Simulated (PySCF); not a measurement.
C₄H₁₄SSi₂, SMILES CC(C)(C)[SiH2][SiH2]S at its GFN2-xTB optimised geometry (Å):

```
21

C      1.8353    -1.7774    -0.3591
C      1.3168    -0.3847     0.0000
C      1.8373     0.6214    -1.0273
C      1.8420     0.0005     1.3833
Si    -0.6062    -0.3847     0.0000
Si    -1.5109     1.7405     0.0000
S     -0.5210     2.9623     1.4921
H      1.5049    -2.0701    -1.3536
H      2.9251    -1.7937    -0.3444
H      1.4763    -2.5204     0.3504
H      1.5317     1.6342    -0.7685
H      1.4632     0.3919    -2.0240
H      2.9266     0.5999    -1.0625
H      1.5097    -0.7105     2.1375
H      1.4977     0.9912     1.6739
H      2.9321     0.0107     1.3864
H     -1.0680    -1.2033     1.1301
H     -1.0728    -1.0535    -1.2250
H     -2.9266     1.8173     0.3657
H     -1.3780     2.5204    -1.2337
H     -1.2886     4.0297     1.3545
```

Method: B3LYP/def2-SVP in PySCF. Cells within 0.4 Å of a nucleus heavier than hydrogen are left out (blank, or x).

Map of the deformation density (molecule minus spherical neutral atoms) (e/bohr³) on the plane z = 0.0 Å:

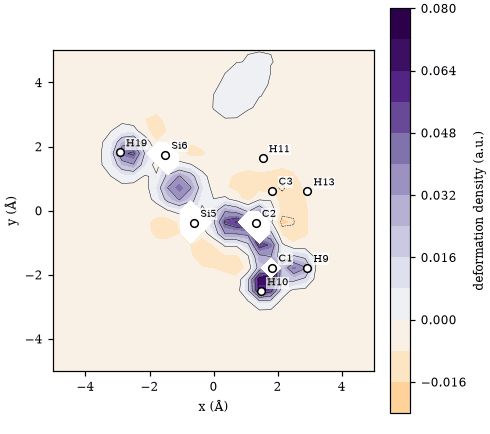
Deformation density (molecule minus spherical neutral atoms) (e/bohr³) on the plane z = 0.0 Å.
